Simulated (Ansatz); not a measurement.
## Fields on a plane of Ta2C (space group P-3m1)

```yaml
crystal:
  lattice:
    - [3.07620, 0.00000, 0.00000]
    - [-1.53810, 2.66407, 0.00000]
    - [0.00000, 0.00000, 4.89012]
  atoms:
    - { symbol: Ta, position: [0.33333, 0.66667, 0.25323] }
    - { symbol: Ta, position: [0.66667, 0.33333, 0.74677] }
    - { symbol: C, position: [0.00000, 0.00000, 0.00000] }
```

The slice is a (-1 1 0 2) plane (indices of the conventional cell) through the point (0.333, 0.667, 0.253) (fractional), spanned by u = [110] and v = [1 -1 1] in vectors of this cell: u (3.08 Å) and v (7.23 Å, at 90° to u). It covers one period; positions are fractions (u, v).

Atoms on it: Ta at (0.00, 0.00). Other atoms lie within 1 Å of the plane.

Method: LDA (plane waves to 420 eV, PAW, scalar-relativistic; Ansatz, a first-principles code). k mesh 17×17×10. These are valence fields of a PAW run, semicore shells included where kept as valence: close to a nucleus they are smooth pseudo fields. Spin-orbit coupling is left out, though Ta is heavy. Ta2C is run without spin polarisation. Ta2C was relaxed with its symmetry unable to fall.

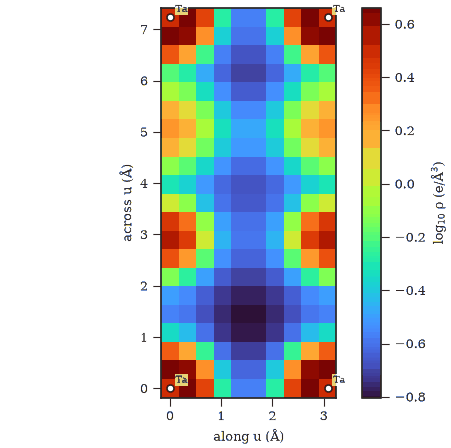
*Log₁₀ of the valence density in e/Å³, one period of the plane, atoms marked. The scale is logarithmic, as a density can span decades between atoms and voids.*

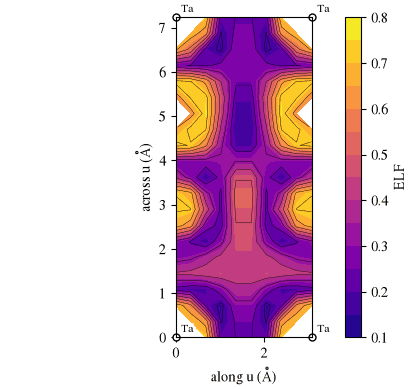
*Electron localisation function (ELF), one period of the plane, atoms marked. Points within 0.4 Å of a nucleus are left white, as the pseudised field means little there.*
